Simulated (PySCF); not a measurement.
**H2O3 (SMILES OOO) at 3 levels**

We compute a comparison of 3 runs (CCSDT(Q)/STO-6G, NEVPT2(2,2)/STO-6G, QCISD(T)/STO-6G) of H2O3. The job is set up through a Python script.

The results are computed with PySCF 2.14.0.

5 further runs of the same task are left out: 1 that didn't finish, 4 set aside as unsound or not needed.

## (1) Starting point

H2O3 has 5 atoms, charge 0, and is taken as a singlet. SMILES: `OOO`. Geometry: relaxed at GFN2-xTB. This is a higher conformer, about 11 kJ/mol above the lowest found by a separate search.

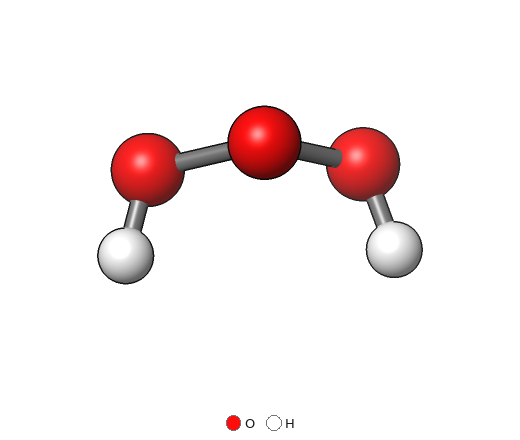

Viewed from a chosen angle; oxygen red, hydrogen white.

## (2) A single-point energy at CCSDT(Q)/STO-6G (run 1)

The input, input.py:

```python
from pyscf import gto, scf, cc

system = gto.M(
    atom='''
O     -0.984020    -0.692710    -0.137760
O     -0.127030    -0.049090     0.747210
O      1.176430    -0.056790     0.262120
H     -1.378730    -0.001520    -0.695970
H      1.313340     0.800110    -0.175600
''',
    max_memory=1860,
    spin=0,
    verbose=4,
    basis='sto-6g',
)

hf = scf.RHF(system)
hf.conv_tol = 1e-10
hf.kernel()
if not hf.converged:
    hf = hf.newton().run(hf.mo_coeff, hf.mo_occ)

mycc = cc.CCSDT(hf, frozen=3)
mycc.kernel()
e_bracket, e_q = mycc.ccsdt_q()
energy = mycc.e_tot + e_q
print('E(%s) = %.9f' % ('CCSDT(Q)', energy))
```

Started as:

```bash
$ OMP_NUM_THREADS=1 python input.py
```

The log of the run:

```text
PySCF version 2.14.0

[INPUT] num. atoms = 5
[INPUT] num. electrons = 26
[INPUT] charge = 0
[INPUT] spin (= nelec alpha-beta = 2S) = 0
[INPUT] symmetry False subgroup None
[INPUT] Mole.unit = angstrom
[INPUT] Symbol           X                Y                Z      unit          X                Y                Z       unit  Magmom
[INPUT]  1 O     -0.984020000000  -0.692710000000  -0.137760000000 AA   -1.859528301095  -1.309032183747  -0.260328670920 Bohr   0.0
[INPUT]  2 O     -0.127030000000  -0.049090000000   0.747210000000 AA   -0.240051909603  -0.092766655455   1.412022257536 Bohr   0.0
[INPUT]  3 O      1.176430000000  -0.056790000000   0.262120000000 AA    2.223130504722  -0.107317546614   0.495335011771 Bohr   0.0
[INPUT]  4 H     -1.378730000000  -0.001520000000  -0.695970000000 AA   -2.605422099722  -0.002872383709  -1.315192690914 Bohr   0.0
[INPUT]  5 H      1.313340000000   0.800110000000  -0.175600000000 AA    2.481852908436   1.511988769526  -0.331835907474 Bohr   0.0

[... 44 lines left out ...]
converged SCF energy = -224.702576945237
[... 16 lines left out ...]
WARN: A large `blksize` is being used, which may cause large memory consumption
[... 12 lines left out ...]
Init t2, MP2 energy = -224.818478694536  E_corr(MP2) -0.115901749299
[... 16 lines left out ...]
RCCSDT converged
[... 5 lines left out ...]
E(CCSDT(Q)) = -224.862248494
```

Run time: 4.5 s. Hardware: 1 thread of Arm Neoverse V1, shared host; peak memory 0.11 GiB.

## (3) The energy at NEVPT2(2,2)/STO-6G (run 2)

The input, job.py:

```python
import numpy
from pyscf import gto, scf, mp, mcscf, mrpt

system = gto.M(
    atom='''
O     -1.859528    -1.309032    -0.260329
O     -0.240052    -0.092767     1.412022
O      2.223131    -0.107318     0.495335
H     -2.605422    -0.002872    -1.315193
H      2.481853     1.511989    -0.331836
''',
    unit='bohr',
    spin=0,
    max_memory=1860,
    verbose=3,
    basis='sto-6g',
    charge=0,
)

myscf = system.RHF()
myscf.conv_tol = 1e-10
myscf.kernel()
if not myscf.converged:
    myscf = myscf.newton().run(myscf.mo_coeff, myscf.mo_occ)

pt = mp.MP2(scf.addons.convert_to_uhf(myscf)).run()
noons, natorbs = mcscf.addons.make_natural_orbitals(pt)
print('natural occupations', numpy.round(noons[:40], 4))
cas = mcscf.CASSCF(myscf, 2, 2)
cas.fix_spin_(ss=0.0)
cas.natorb = True
cas.kernel(natorbs)
e_pt2 = mrpt.NEVPT(cas).kernel()
etot = cas.e_tot + e_pt2
print(f'total energy: {etot:.8f} hartree')
```

Started as:

```bash
$ OMP_NUM_THREADS=1 python job.py
```

The log of the run:

```text
converged SCF energy = -224.702576979482
E(UMP2) = -224.818777359486  E_corr = -0.11620038000413
E(SCS-UMP2) = -224.832104292319  E_corr = -0.129527312837628
natural occupations [2.     2.     2.     1.9986 1.9983 1.9979 1.9978 1.9973 1.9956 1.9867
 1.9863 1.9727 1.9701 0.0365 0.032  0.0157 0.0147]
CASSCF energy = -224.741256573661
CASCI E = -224.741256573661  E(CI) = -1.85138774137837  S^2 = 0.0000000
Sr    (-1)',   E = 0.00000000000387
Si    (+1)',   E = -0.00000000002910
Sijrs (0)  ,   E = -0.06577781622411
Sijr  (+1) ,   E = -0.00594061762017
Srsi  (-1) ,   E = -0.00043190912949
Srs   (-2) ,   E = -0.00010192167264
Sij   (+2) ,   E = -0.00243696319841
Sir   (0)' ,   E = -0.01260996163878
Nevpt2 Energy = -0.087299189508820
total energy: -224.82855576 hartree
```

It took 1.3 s on 1 thread of Arm Neoverse V1, shared host; peak memory 0.12 GiB.

## (4) A single-point energy at QCISD(T)/STO-6G (run 3)

The input, calc.py:

```python
# OOO
from pyscf import gto, scf, cc

mol = gto.M(
    atom='''
O   -0.984020  -0.692710  -0.137760
O   -0.127030  -0.049090   0.747210
O    1.176430  -0.056790   0.262120
H   -1.378730  -0.001520  -0.695970
H    1.313340   0.800110  -0.175600
''',
    charge=0,
    verbose=3,
    basis='sto-6g',
    max_memory=1860,
)

mf = scf.RHF(mol)
mf.conv_tol = 1e-10
mf.kernel()
if not mf.converged:
    mf = mf.newton().run(mf.mo_coeff, mf.mo_occ)

mycc = cc.QCISD(mf, frozen=3)
mycc.kernel()
e_t = mycc.qcisd_t()
etot = mycc.e_tot + e_t
print('E(%s) = %.9f' % ('QCISD(T)', etot))
```

Started as:

```bash
$ OMP_NUM_THREADS=1 python calc.py
```

The log of the run:

```text
converged SCF energy = -224.702576945237
E(QCISD) = -224.8600417152047  E_corr = -0.1574647699674739
QCISD(T) correction = -0.00166859589989665
E(QCISD(T)) = -224.861710311
```

Wall time 0.97 s (1 thread of Arm Neoverse V1, shared host); peak memory 0.1 GiB.

## (5) The series

```
run               level  frozen core orbitals      active selection  energy (Eh)  dipole moment (D) of the reference  HOMO energy (eV)  LUMO energy (eV)  wall time
  1     CCSDT(Q)/STO-6G                     3                     –  -224.862248                                2.95            -10.15             11.48      4.5 s
  2  NEVPT2(2,2)/STO-6G                     –  mp2 natural orbitals  -224.828556                                2.95            -10.15             11.48      1.3 s
  3     QCISD(T)/STO-6G                     3                     –  -224.861710                                2.95            -10.15             11.48     0.97 s
```

## (6) What came out

| quantity | value |
| --- | --- |
| run 3: total energy | -224.86171 Eh |
| run 3: dipole moment (Hartree–Fock density) | 2.95 D |
| run 3: HOMO energy (Hartree–Fock orbitals) | -10.15 eV |
| run 3: LUMO energy (Hartree–Fock orbitals) | 11.48 eV |
| run 3: HOMO–LUMO gap (Hartree–Fock orbitals) | 21.64 eV |
| run 3: correlation energy (3 core orbitals frozen) | -159.1 mEh |
| run 3: (T) correction | -1.67 mEh |
| run 3: T1 diagnostic | 0.012 |

**Reading.** In runs 1, 2, 3 the basis is minimal, so the values are rough. All runs together took 6.8 s, the longest 4.5 s.
